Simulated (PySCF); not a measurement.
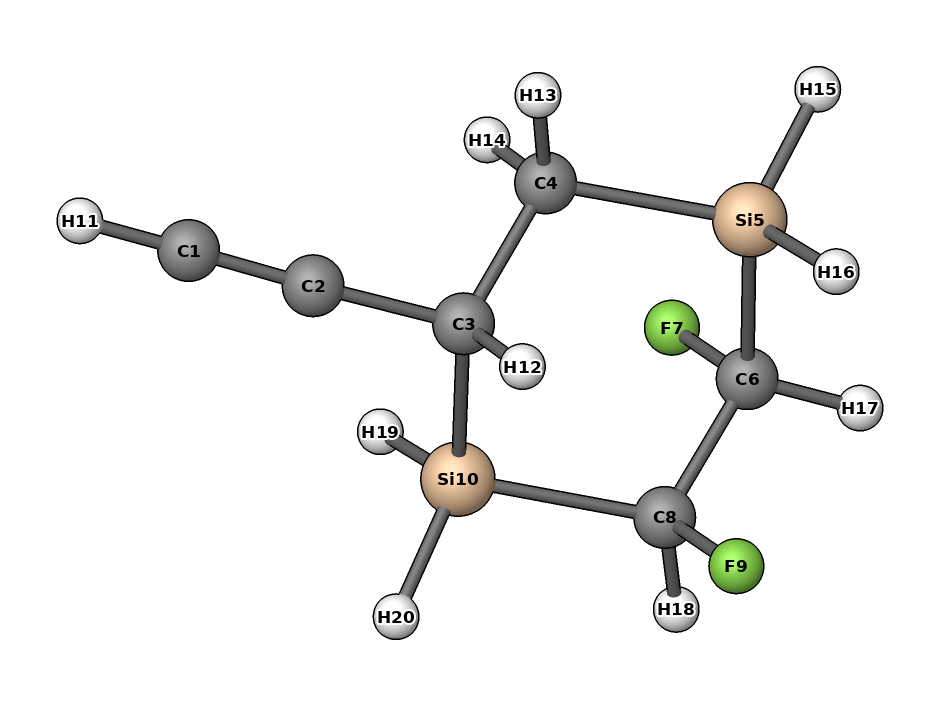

The questions are on isotropic NMR shieldings of the H atoms. The computed structure is the end point of a GFN2-xTB optimisation. No frequency run is at hand to confirm it as a minimum. Properties computed with GIAO PBE0/pcSseg-1 NMR shielding, non-relativistic, gas phase (PySCF 2.14.0).

Give the isotropic NMR shieldings of the H atoms atom by atom.

| atom | σ (ppm) |
| --- | --- |
| H11 | 30.11 |
| H12 | 29.37 |
| H13 | 30.17 |
| H14 | 30.22 |
| H15 | 27.54 |
| H16 | 27.46 |
| H17 | 26.29 |
| H18 | 26.30 |
| H19 | 27.47 |
| H20 | 27.44 |

The geometry is semi-empirical. Around Si such bond lengths and angles can be off by a tenth of an ångström or more and by several degrees, and values that hang on the shape move with them.
